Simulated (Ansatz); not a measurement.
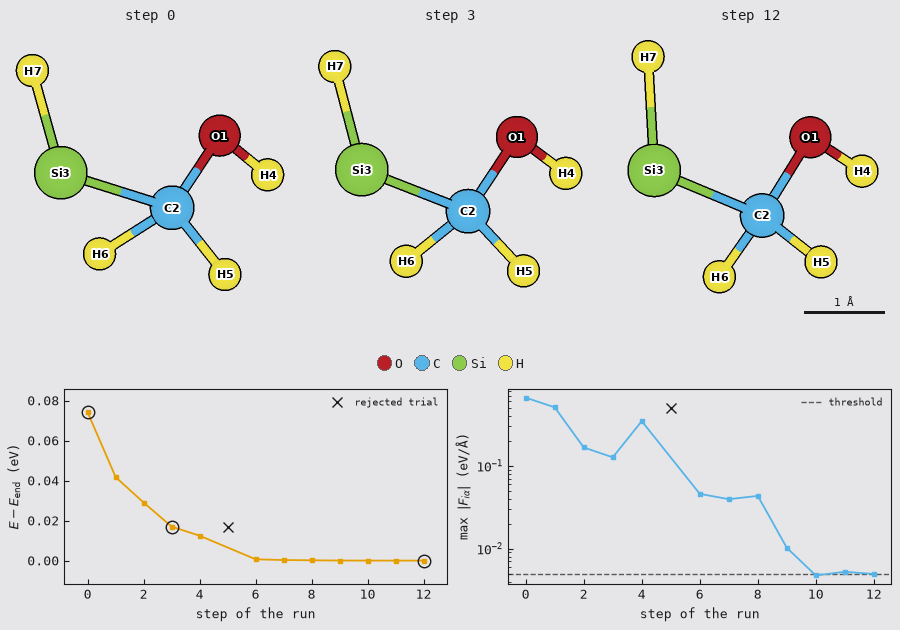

Frames of a relaxation of CH$_{4}$OSi, marked on the history of the run. The picture is a ball-and-stick view, seen from a free direction.

It is one of the separated reactants of a reaction.

Level of theory: RKS PBE0-D4/def2-TZVP in Ansatz. Settings: force threshold 0.005 eV/Å; at most 200 steps.

> Describe the path.

After 11 accepted moves (12 points after the start) the energy has fallen by 0.074 eV. The largest force component goes from 0.67 to 0.0049 eV/Å. The line search rejected the trial step at point 5 of the run. The largest move after the best rigid fit is that of H6, 0.43 Å. By element the largest moves are H 0.43 Å, C 0.18 Å, O 0.12 Å, Si 0.11 Å. Near-neighbour distances that change, for instance: C2–H6 1.182 → 1.112 Å, Si3–H7 1.547 → 1.524 Å, O1–C2 1.390 → 1.409 Å, O1–H4 0.976 → 0.962 Å. Bond angles that change, for instance: Si3–C2–H6 78.6° → 101.8°, Si3–C2–H5 115.4° → 107.6°, O1–C2–Si3 124.2° → 117.6°. Groups turn about C2–Si3 by about 25°. The run took 26 s on 2 threads of Intel Xeon Platinum 8175M @ 2.50GHz (shared host). From step 0 to 3: H6 moves most (0.15 Å), energy −0.057 eV. From step 3 to 12: H6 moves most (0.28 Å), energy −0.017 eV.
